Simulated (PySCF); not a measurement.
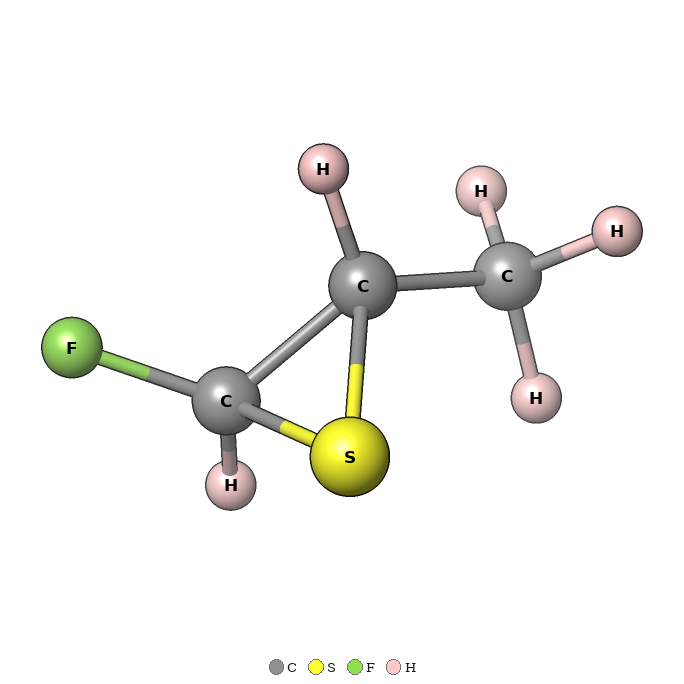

Orthographic view. Depth is shown by fading: the farther an atom, the more it takes the colour of the background. Computed geometry: PBE0-D3(BJ)/def2-SVP optimisation. No frequency run is at hand to confirm it as a minimum.

**Write the InChI string.**

InChI=1S/C3H5FS/c1-2-3(4)5-2/h2-3H,1H3/t2-,3+/m0/s1
